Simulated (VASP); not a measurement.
Band structure of ZnSe (zinc blende). All values below come from RPBE GGA, VASP's PBE PAW potentials (set 64) (plane waves; VASP 6.6.1).

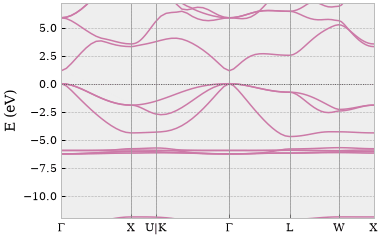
Bands along high-symmetry lines, zero at the valence-band maximum or, without a gap, the Fermi level

Question: Read the plot: is there a gap, and where are the band edges?

Answer: The gap is direct, 1.16 eV, from the valence maximum at Γ to the conduction minimum at Γ. (Edges off the drawn lines would not show.)

Measured: gap 2.87 eV (computed value off by -1.71 eV), as given by Wei Chen et al., Physical Review Materials (2018), doi:10.1103/physrevmaterials.2.073803 [zero-point renormalisation of 0.05 eV added back (the table's ZPR column)].

The compound is ZnSe in the zinc blende structure. It was relaxed first, which changed the volume by +8 %.
